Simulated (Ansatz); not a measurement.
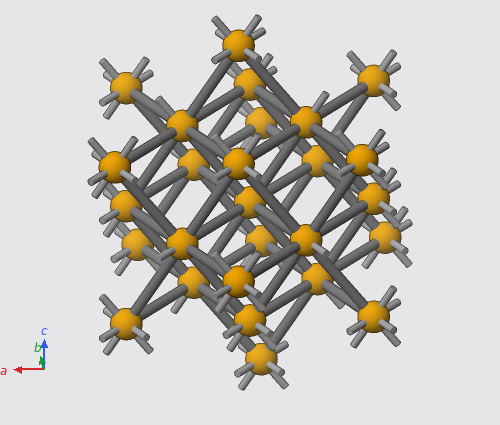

A cut-out of a periodic net derived from a crystal structure. Nodes are coloured by topological kind. Edges to nodes outside the piece are drawn as stubs.

### Describe the net.

A uninodal 8-connected, three-periodic net. It is the bcu net, known from CsCl and the body-centred cubic metals.

### Give point symbol and coordination sequence.

4^24.6^4, sequence 8, 26, 56, 98, 152, 218.

The net was derived as follows. System Si₄Hg (space group Im-3m, No. 229); source of the atomic positions: coordinates from a relaxation with DFT PBE, scalar-relativistic, plane waves, PAW (Ansatz); the starting structure was generated, so it need not be a known form of this composition. Bonds are taken as Hg–Si below 2.9 Å. Atoms with one bond or none are removed and atoms with two bonds are replaced by edges, until no such atom is left. Hg is an 8-connected node. Si becomes part of the edges.
